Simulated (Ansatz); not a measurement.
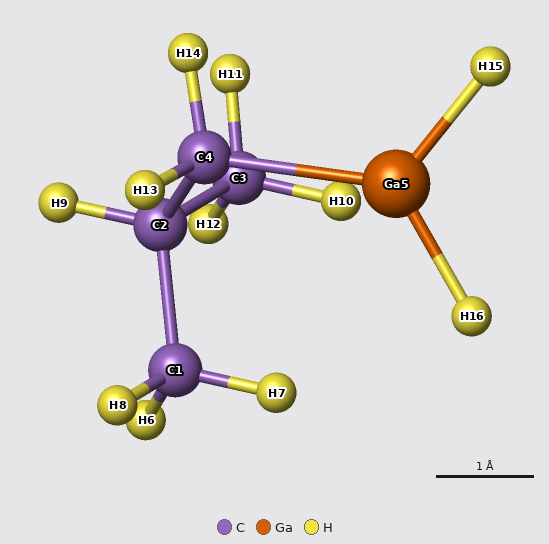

Figure 1. The starting structure (ball-and-stick view, seen at a tilt; atoms are numbered from 1 in the order of the input). Sticks mark near contacts.

**C$_{4}$H$_{11}$Ga: geometry relaxation**

C$_{4}$H$_{11}$Ga, computed with RKS PBE0-D4/def2-TZVP (Ansatz 0.2.0).

The geometry: GFN2-xTB start. Figures and captions count atoms from 1; the log counts them from 0 in places.

## The input
```yaml
crystal:
  periodic: [false, false, false]
  atoms:
    - {symbol: C, position_ang: [0.873230, 0.513180, -1.271290]}
    - {symbol: C, position_ang: [0.540180, -0.627170, -0.313810]}
    - {symbol: C, position_ang: [-0.847050, -1.177960, -0.620920]}
    - {symbol: C, position_ang: [0.601840, -0.125860, 1.133080]}
    - {symbol: Ga, position_ang: [-0.822400, 1.287300, 1.506750]}
    - {symbol: H, position_ang: [0.822050, 0.181700, -2.306410]}
    - {symbol: H, position_ang: [0.154300, 1.326090, -1.125980]}
    - {symbol: H, position_ang: [1.873860, 0.895400, -1.079980]}
    - {symbol: H, position_ang: [1.273410, -1.433400, -0.452730]}
    - {symbol: H, position_ang: [-1.589970, -0.375280, -0.499860]}
    - {symbol: H, position_ang: [-1.103660, -1.986770, 0.062710]}
    - {symbol: H, position_ang: [-0.907890, -1.550610, -1.641670]}
    - {symbol: H, position_ang: [1.614880, 0.238360, 1.345930]}
    - {symbol: H, position_ang: [0.423250, -0.961840, 1.825360]}
    - {symbol: H, position_ang: [-1.826400, 1.159850, 2.728250]}
    - {symbol: H, position_ang: [-1.079630, 2.637010, 0.710580]}
basis:
  gaussian: {orbitals: def2-TZVP}
hamiltonian: {xc: pbe0, dispersion: d4}
relax: {f_tol: 0.005, max_steps: 150}
```

Hardware: 4 threads of Arm Neoverse V2, 23 GiB of memory available, shared host.

Command:
```bash
ansatz run in.yaml --threads 4 --pin off --events-out ev --progress --plain --max-ram 10444MiB
```

## What the program printed
```
Functional definition: PBE0
  name "PBE0"
  cite "Adamo & Barone, J. Chem. Phys. 110, 6158 (1999) doi:10.1063/1.478522"
  cite "Perdew, Burke & Ernzerhof, Phys. Rev. Lett. 77, 3865 (1996) doi:10.1103/PhysRevLett.77.3865"
  parent pbe
  parameter a = 0.25
  parameter kappa = 0.804
  parameter beta = 0.06672455060314922
  exchange = (1 - a)*pbe_x(kappa = kappa, mu = beta*pi^2/3) + a*exact_x
  correlation = pbe_c(beta = beta)
1617 factors; their error is unknown
mean field evaluation 1: about -56681.1560 eV, gradient 7.6e1 eV
mean field evaluation 2: about -56665.4880 eV, gradient 1.1e2 eV
mean field evaluation 4: about -56694.0945 eV, gradient 6.1e0 eV
mean field evaluation 8: about -56694.1752 eV, gradient 8.9e-2 eV
mean field evaluation 16: about -56694.3361 eV, gradient 2.0e-4 eV
mean field -56694.33609433 eV, -2083.4784226653 hartree, gradient 1.0e-5 eV, S^2 0.000000; 0 other end points of the search recorded, 0 dependent functions left out
the calculation of the forces begins
reference -56694.33613293 eV, -2083.4784240838 hartree; 33, 33 occupied and 205, 205 virtual orbitals, 1617 factors
relax step   1: F+E_penalty+E_count = -56694.64377511 eV  Δ(F+E_penalty+E_count) = +0.000e0 eV  max|allowed force component| = 3.668e-1 eV/Å  Δτ_max = 0.0000 Å  (29 SCF iters, accepted)
these checks for a lower state are left out or cut short: starts, cluster_reference, orbital_swaps, neighbouring_geometries, increment
1617 factors; their error is unknown
mean field -56694.41328616 eV, -2083.4812594129 hartree, gradient 1.4e-5 eV, S^2 0.000000; 0 other end points of the search recorded, 0 dependent functions left out
[... from here on the field's lines of each further geometry are left out, up to the last ...]
relax step   2: F+E_penalty+E_count = -56694.71961341 eV  Δ(F+E_penalty+E_count) = -7.584e-2 eV  max|allowed force component| = 1.997e-1 eV/Å  Δτ_max = 0.1686 Å  (31 SCF iters, accepted)
relax step   3: F+E_penalty+E_count = -56694.73023015 eV  Δ(F+E_penalty+E_count) = -1.062e-2 eV  max|allowed force component| = 9.042e-2 eV/Å  Δτ_max = 0.0323 Å  (31 SCF iters, accepted)
relax step   4: F+E_penalty+E_count = -56694.73214776 eV  Δ(F+E_penalty+E_count) = -1.918e-3 eV  max|allowed force component| = 2.149e-2 eV/Å  Δτ_max = 0.0256 Å  (32 SCF iters, accepted)
relax step   5: F+E_penalty+E_count = -56694.73448630 eV  Δ(F+E_penalty+E_count) = -2.339e-3 eV  max|allowed force component| = 3.646e-2 eV/Å  Δτ_max = 0.0741 Å  (30 SCF iters, accepted)
relax step   6: F+E_penalty+E_count = -56694.73613977 eV  Δ(F+E_penalty+E_count) = -1.653e-3 eV  max|allowed force component| = 4.613e-2 eV/Å  Δτ_max = 0.0535 Å  (30 SCF iters, accepted)
relax step   7: F+E_penalty+E_count = -56694.73704987 eV  Δ(F+E_penalty+E_count) = -9.101e-4 eV  max|allowed force component| = 2.199e-1 eV/Å  Δτ_max = 0.1952 Å  (29 SCF iters, accepted)
relax step   8: F+E_penalty+E_count = -56694.74375331 eV  Δ(F+E_penalty+E_count) = -6.703e-3 eV  max|allowed force component| = 1.369e-1 eV/Å  Δτ_max = 0.0861 Å  (31 SCF iters, accepted)
relax step   9: F+E_penalty+E_count = -56694.74663986 eV  Δ(F+E_penalty+E_count) = -2.887e-3 eV  max|allowed force component| = 1.125e-1 eV/Å  Δτ_max = 0.1123 Å  (30 SCF iters, accepted)
relax step  10: F+E_penalty+E_count = -56694.75261984 eV  Δ(F+E_penalty+E_count) = -5.980e-3 eV  max|allowed force component| = 1.417e-1 eV/Å  Δτ_max = 0.1954 Å  (30 SCF iters, accepted)
relax step  11: F+E_penalty+E_count = -56694.75533001 eV  Δ(F+E_penalty+E_count) = -2.710e-3 eV  max|allowed force component| = 1.789e-1 eV/Å  Δτ_max = 0.1166 Å  (30 SCF iters, accepted)
relax step  12: F+E_penalty+E_count = -56694.75857848 eV  Δ(F+E_penalty+E_count) = -3.248e-3 eV  max|allowed force component| = 1.160e-1 eV/Å  Δτ_max = 0.0717 Å  (30 SCF iters, accepted)
relax step  13: F+E_penalty+E_count = -56694.76240826 eV  Δ(F+E_penalty+E_count) = -3.830e-3 eV  max|allowed force component| = 7.405e-2 eV/Å  Δτ_max = 0.1438 Å  (30 SCF iters, accepted)
relax step  14: F+E_penalty+E_count = -56694.76416063 eV  Δ(F+E_penalty+E_count) = -1.752e-3 eV  max|allowed force component| = 4.375e-2 eV/Å  Δτ_max = 0.1082 Å  (30 SCF iters, accepted)
relax step  15: F+E_penalty+E_count = -56694.76472755 eV  Δ(F+E_penalty+E_count) = -5.669e-4 eV  max|allowed force component| = 5.625e-2 eV/Å  Δτ_max = 0.0819 Å  (30 SCF iters, accepted)
relax step  16: F+E_penalty+E_count = -56694.76311500 eV  Δ(F+E_penalty+E_count) = +1.613e-3 eV  max|allowed force component| = 1.271e-1 eV/Å  Δτ_max = 0.0813 Å  (30 SCF iters, rejected (line search))
relax step  17: F+E_penalty+E_count = -56694.76511050 eV  Δ(F+E_penalty+E_count) = -3.829e-4 eV  max|allowed force component| = 1.441e-2 eV/Å  Δτ_max = 0.0311 Å  (31 SCF iters, accepted)
relax step  18: F+E_penalty+E_count = -56694.76514088 eV  Δ(F+E_penalty+E_count) = -3.038e-5 eV  max|allowed force component| = 9.072e-3 eV/Å  Δτ_max = 0.0164 Å  (31 SCF iters, accepted)
the calculation of the forces begins
reference -56694.46019439 eV, -2083.4829832585 hartree; 33, 33 occupied and 205, 205 virtual orbitals, 1617 factors
relax step  19: F+E_penalty+E_count = -56694.76515004 eV  Δ(F+E_penalty+E_count) = -9.157e-6 eV  max|allowed force component| = 3.297e-3 eV/Å  Δτ_max = 0.0093 Å  (32 SCF iters, accepted)
1617 factors; their error is unknown
mean field evaluation 160: about -56694.2987 eV, gradient 7.4e-2 eV
```

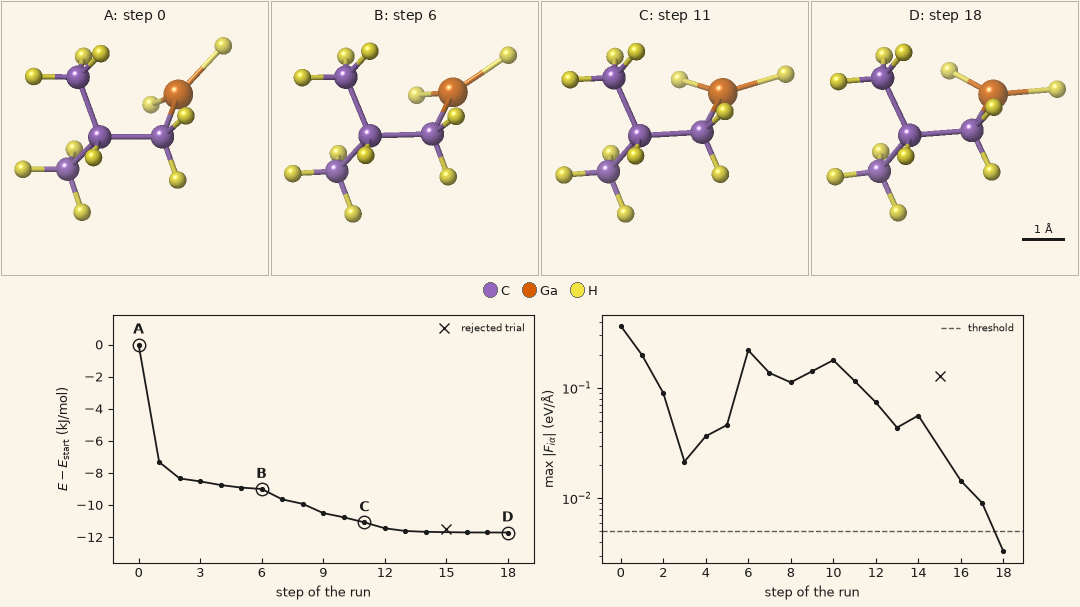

Figure 2. Frames of the relaxation (ball-and-stick view, seen at a tilt) above the curves, on which the letters mark them (the first geometry is step 0 here and step 1 in the log).

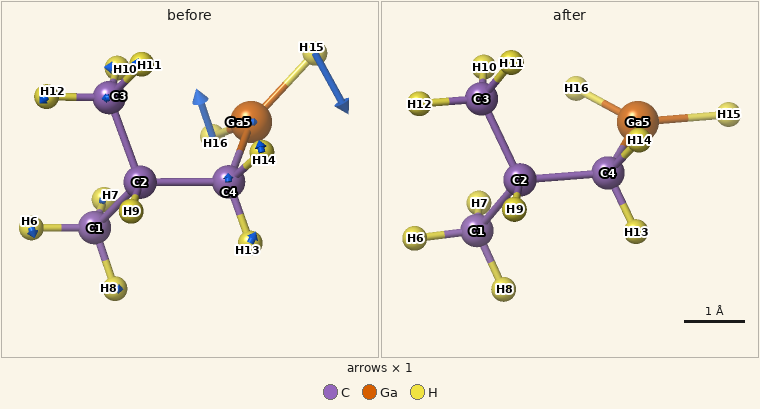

Figure 3. Before (left) and after (right) the relaxation, at one scale (ball-and-stick view, seen at a tilt). The blue arrows give the displacements, at true length. Over 18 geometry steps the energy falls by 11.7 kJ/mol. The largest force component goes from 0.37 to 0.0033 eV/Å. The line search rejected the trial step at point 15 (counted from 0) and went back. The atom that moves furthest after the best rigid fit is H15 (1.21 Å). Largest moves by element: H 1.21 Å, C 0.15 Å, Ga 0.12 Å. Among the contacts that change: C4–Ga5 2.041 → 1.978 Å, Ga5–H15 1.586 → 1.576 Å, C2–C4 1.533 → 1.527 Å, C1–H6 1.088 → 1.093 Å. Among the angles that change: H15–Ga5–H16 110.6° → 118.1°, Ga5–C4–H13 112.3° → 106.1°, C2–C4–Ga5 111.8° → 117.8°. (Atoms are counted from 1 in the order of the input.)

```
mean field -56694.46015551 eV, -2083.4829818297 hartree, gradient 1.1e-5 eV, S^2 0.000000; 1 other end points of the search recorded, 0 dependent functions left out
the calculation of the forces begins
reference -56694.46019439 eV, -2083.4829832585 hartree; 33, 33 occupied and 205, 205 virtual orbitals, 1617 factors
Total energy: -56694.76518892 eV, -2083.4941916008 hartree
Atom 0 at     0.936925     0.531199    -1.228167 Å, force     0.002680    -0.000212    -0.000596 eV/Å
Atom 1 at     0.490165    -0.600803    -0.314825 Å, force     0.000185    -0.001513    -0.001617 eV/Å
Atom 2 at    -0.847571    -1.168115    -0.766386 Å, force    -0.000509    -0.000124     0.000908 eV/Å
Atom 3 at     0.441977    -0.154251     1.144124 Å, force     0.003297    -0.000029     0.001873 eV/Å
Atom 4 at    -0.812707     1.297252     1.623297 Å, force    -0.002937     0.002192    -0.000576 eV/Å
Atom 5 at     1.026615     0.195151    -2.264460 Å, force    -0.000380     0.000189    -0.000265 eV/Å
Atom 6 at     0.213483     1.353469    -1.211209 Å, force    -0.001728     0.001637     0.000013 eV/Å
Atom 7 at     1.907486     0.930266    -0.920633 Å, force    -0.000014    -0.000645    -0.000121 eV/Å
Atom 8 at     1.234364    -1.404985    -0.398668 Å, force    -0.000147    -0.000050     0.000817 eV/Å
Atom 9 at    -1.627337    -0.399521    -0.732443 Å, force    -0.001019     0.000279    -0.000106 eV/Å
Atom 10 at    -1.163653    -1.996925    -0.126909 Å, force    -0.000299    -0.000195     0.000053 eV/Å
Atom 11 at    -0.797318    -1.538444    -1.793582 Å, force     0.001071    -0.000084    -0.001125 eV/Å
Atom 12 at     1.433719     0.177520     1.478773 Å, force    -0.001114    -0.000349    -0.001011 eV/Å
Atom 13 at     0.193431    -1.000405     1.798120 Å, force    -0.000280    -0.000403     0.000402 eV/Å
Atom 14 at    -0.870942     1.766299     3.126762 Å, force     0.000137     0.000086    -0.000125 eV/Å
Atom 15 at    -1.758636     2.012293     0.586218 Å, force     0.001059    -0.000779     0.001476 eV/Å
Dipole moment:     0.126127    -0.150965    -0.067224 e Å
```

## Trajectory as extended XYZ (Å, eV, eV/Å), 7 of the 19 frames kept, from step=1 to step=19
```
16
Properties=species:S:1:pos:R:3:forces:R:3 step=1 energy=-56694.64377
C     0.8732    0.5132   -1.2713   -0.1003  -0.3191   0.1840
C     0.5402   -0.6272   -0.3138   -0.1873   0.3668   0.0294
C    -0.8470   -1.1780   -0.6209    0.3063   0.1143   0.1756
C     0.6018   -0.1259    1.1331   -0.3428  -0.0109   0.0327
Ga   -0.8224    1.2873    1.5068    0.2705  -0.1646   0.1729
H     0.8220    0.1817   -2.3064    0.0014   0.0161  -0.1779
H     0.1543    1.3261   -1.1260    0.1074   0.0481  -0.1400
H     1.8739    0.8954   -1.0800    0.1145   0.1329  -0.0116
H     1.2734   -1.4334   -0.4527   -0.0131   0.0241   0.0222
H    -1.5900   -0.3753   -0.4999   -0.0843  -0.1006  -0.1025
H    -1.1037   -1.9868    0.0627   -0.1080  -0.0710   0.0375
H    -0.9079   -1.5506   -1.6417   -0.1158  -0.0234  -0.1274
H     1.6149    0.2384    1.3459   -0.1491   0.1794   0.0808
H     0.4233   -0.9618    1.8254   -0.0134   0.1789  -0.0476
H    -1.8264    1.1599    2.7283    0.1227  -0.1772  -0.0194
H    -1.0796    2.6370    0.7106    0.1911  -0.1938  -0.1087
16
Properties=species:S:1:pos:R:3:forces:R:3 step=4 energy=-56694.73215
C     0.8968    0.4974   -1.3009    0.0015  -0.0128   0.0117
C     0.5089   -0.5879   -0.3069   -0.0058   0.0195  -0.0215
C    -0.8634   -1.1585   -0.6368   -0.0066   0.0017  -0.0053
C     0.5538   -0.0901    1.1394   -0.0097  -0.0186  -0.0071
Ga   -0.8318    1.2548    1.5930    0.0014   0.0000   0.0004
H     0.8983    0.1100   -2.3232    0.0057   0.0032   0.0019
H     0.1967    1.3373   -1.2647   -0.0014  -0.0012   0.0036
H     1.8945    0.8903   -1.0886    0.0018  -0.0021  -0.0012
H     1.2377   -1.4037   -0.4102   -0.0021   0.0002   0.0056
H    -1.6318   -0.3731   -0.5997    0.0098   0.0013  -0.0021
H    -1.1530   -1.9400    0.0707   -0.0008   0.0000  -0.0043
H    -0.8954   -1.5836   -1.6434    0.0023  -0.0042   0.0043
H     1.5330    0.3569    1.3522    0.0059   0.0048   0.0047
H     0.4419   -0.9319    1.8296   -0.0004   0.0049   0.0040
H    -1.7563    1.0604    2.8537    0.0110  -0.0002   0.0178
H    -1.0300    2.5617    0.7357   -0.0126   0.0033  -0.0127
16
Properties=species:S:1:pos:R:3:forces:R:3 step=7 energy=-56694.73705
C     0.9274    0.4884   -1.2937    0.0888   0.0685  -0.0711
C     0.5011   -0.5872   -0.3108   -0.0430  -0.0156   0.0147
C    -0.8683   -1.1412   -0.6761   -0.0889  -0.0432  -0.0332
C     0.5219   -0.0902    1.1359    0.0873  -0.0417  -0.0767
Ga   -0.8457    1.2489    1.6274   -0.2116   0.1317   0.0844
H     0.9524    0.0991   -2.3156   -0.0078   0.0070   0.0153
H     0.2389    1.3384   -1.2807   -0.0141  -0.0015   0.0224
H     1.9271    0.8671   -1.0586   -0.0356  -0.0115  -0.0021
H     1.2207   -1.4131   -0.3968    0.0058   0.0058   0.0202
H    -1.6257   -0.3440   -0.6852    0.0517  -0.0218   0.0262
H    -1.1934   -1.9068    0.0354    0.0090   0.0260  -0.0237
H    -0.8725   -1.5895   -1.6747    0.0157   0.0154   0.0388
H     1.4964    0.3659    1.3564    0.0211  -0.0027   0.0229
H     0.4261   -0.9343    1.8242   -0.0331  -0.0138   0.0449
H    -1.5424    1.1628    3.0591    0.1155   0.0518  -0.2199
H    -1.2638    2.4358    0.6538    0.0392  -0.1543   0.1369
16
Properties=species:S:1:pos:R:3:forces:R:3 step=10 energy=-56694.75262
C     0.9362    0.5110   -1.2660    0.0255  -0.0268  -0.0093
C     0.5033   -0.5937   -0.3148   -0.0022   0.0031   0.0372
C    -0.8633   -1.1412   -0.7022    0.0191  -0.0219   0.0091
C     0.5040   -0.1227    1.1404   -0.0088  -0.0223  -0.0682
Ga   -0.8477    1.2450    1.6103   -0.0522   0.1243   0.0681
H     0.9591    0.1550   -2.2993    0.0032   0.0076  -0.0016
H     0.2473    1.3586   -1.2217   -0.0288   0.0234  -0.0052
H     1.9345    0.8792   -1.0157    0.0132   0.0000  -0.0018
H     1.2282   -1.4141   -0.4086   -0.0010   0.0011   0.0042
H    -1.6150   -0.3434   -0.6844   -0.0261   0.0104  -0.0089
H    -1.1871   -1.9254   -0.0124   -0.0011  -0.0076  -0.0025
H    -0.8628   -1.5622   -1.7107    0.0101   0.0072  -0.0102
H     1.4851    0.2952    1.4066   -0.0225  -0.0069   0.0116
H     0.3530   -0.9714    1.8167   -0.0001   0.0094   0.0124
H    -1.3021    1.3968    3.1229    0.0389  -0.0052  -0.1417
H    -1.4729    2.2333    0.5388    0.0328  -0.0957   0.1068
16
Properties=species:S:1:pos:R:3:forces:R:3 step=13 energy=-56694.76241
C     0.9391    0.5197   -1.2485   -0.0161   0.0053   0.0057
C     0.4930   -0.5964   -0.3148   -0.0030  -0.0042   0.0022
C    -0.8540   -1.1606   -0.7453   -0.0020   0.0134  -0.0095
C     0.4616   -0.1349    1.1404    0.0031   0.0117   0.0255
Ga   -0.8310    1.2815    1.6308   -0.0180   0.0231  -0.0114
H     0.9952    0.1721   -2.2836    0.0013   0.0030   0.0094
H     0.2340    1.3578   -1.2198    0.0152  -0.0164  -0.0013
H     1.9258    0.9001   -0.9693   -0.0116  -0.0001   0.0013
H     1.2299   -1.4076   -0.3952    0.0009   0.0012  -0.0066
H    -1.6256   -0.3816   -0.7275    0.0154  -0.0136   0.0028
H    -1.1768   -1.9703   -0.0845    0.0072   0.0082  -0.0061
H    -0.8139   -1.5555   -1.7643   -0.0031   0.0036   0.0151
H     1.4487    0.2408    1.4457   -0.0176  -0.0166  -0.0042
H     0.2616   -0.9808    1.8107    0.0028   0.0079  -0.0166
H    -1.0447    1.6009    3.1640    0.0045   0.0022  -0.0741
H    -1.6428    2.1147    0.5611    0.0210  -0.0287   0.0678
16
Properties=species:S:1:pos:R:3:forces:R:3 step=16 energy=-56694.76312 accepted=F
C     0.9365    0.5326   -1.2259    0.0158   0.0012  -0.0059
C     0.4895   -0.6006   -0.3144    0.0061  -0.0105  -0.0127
C    -0.8467   -1.1686   -0.7691   -0.0111   0.0007   0.0042
C     0.4386   -0.1550    1.1442    0.0664   0.0308   0.0222
Ga   -0.7986    1.3120    1.6203   -0.1271  -0.0569   0.0278
H     1.0315    0.1970   -2.2620   -0.0012   0.0043   0.0058
H     0.2103    1.3524   -1.2115   -0.0063   0.0053  -0.0028
H     1.9046    0.9353   -0.9143   -0.0044  -0.0060  -0.0027
H     1.2345   -1.4041   -0.3983    0.0001   0.0019   0.0041
H    -1.6275   -0.4013   -0.7329   -0.0028  -0.0024  -0.0009
H    -1.1620   -1.9999   -0.1324    0.0000   0.0023  -0.0013
H    -0.7953   -1.5358   -1.7975    0.0043   0.0017   0.0005
H     1.4323    0.1671    1.4846   -0.0099  -0.0226  -0.0162
H     0.1786   -0.9990    1.7972   -0.0084   0.0172  -0.0026
H    -0.8471    1.7786    3.1296    0.0148   0.0208  -0.0769
H    -1.7791    1.9893    0.5825    0.0637   0.0122   0.0574
16
Properties=species:S:1:pos:R:3:forces:R:3 step=19 energy=-56694.76515
C     0.9369    0.5312   -1.2282    0.0027  -0.0002  -0.0006
C     0.4902   -0.6008   -0.3148    0.0002  -0.0015  -0.0016
C    -0.8476   -1.1681   -0.7664   -0.0005  -0.0001   0.0009
C     0.4420   -0.1543    1.1441    0.0033   0.0000   0.0019
Ga   -0.8127    1.2973    1.6233   -0.0029   0.0022  -0.0006
H     1.0266    0.1952   -2.2645   -0.0004   0.0002  -0.0003
H     0.2135    1.3535   -1.2112   -0.0017   0.0016   0.0000
H     1.9075    0.9303   -0.9206    0.0000  -0.0006  -0.0001
H     1.2344   -1.4050   -0.3987   -0.0001  -0.0001   0.0008
H    -1.6273   -0.3995   -0.7324   -0.0010   0.0003  -0.0001
H    -1.1637   -1.9969   -0.1269   -0.0003  -0.0002   0.0001
H    -0.7973   -1.5384   -1.7936    0.0011  -0.0001  -0.0011
H     1.4337    0.1775    1.4788   -0.0011  -0.0003  -0.0010
H     0.1934   -1.0004    1.7981   -0.0003  -0.0004   0.0004
H    -0.8709    1.7663    3.1268    0.0001   0.0001  -0.0001
H    -1.7586    2.0123    0.5862    0.0011  -0.0008   0.0015
```

## Key numbers

| quantity | value |
| --- | --- |
| outcome | converged |
| total energy | −56694.7652 eV |
| mean-field energy | −56694.4602 eV |
| dispersion energy | −0.3050 eV |
| SCF solution under orbital rotations | stable |
| largest force (length of the vector) at the end | 0.004 eV/Å |
| dipole moment | 1.00 D |
| wall time | 91 s (CPU time 5.8 min) |
| peak memory | 0.81 GiB |
